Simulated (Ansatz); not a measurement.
The reference is Si in the diamond structure (space group Fd-3m, No. 227; a = 5.402 Å).

Perturbation: the cell is scaled by 0.9900 in all directions; the atoms relax in the strained cell.

Computed with Ansatz (a first-principles code) LDA, no spin-orbit coupling.

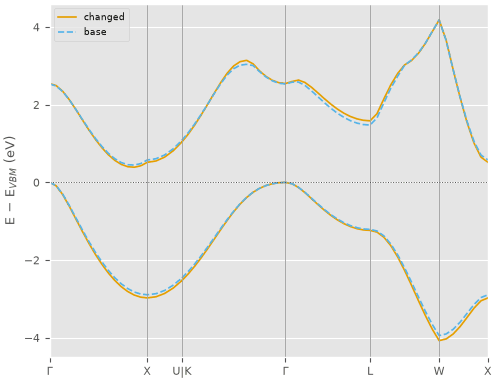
Figure. Highest valence and lowest conduction band along the path, each from its own valence-band maximum

### Question
From the figure, how large is the changed gap, and is it direct?

### Answer
About 0.4 eV, indirect, Γ → Γ–X (87 % along).

Whether these cells are dynamically stable was not tested.
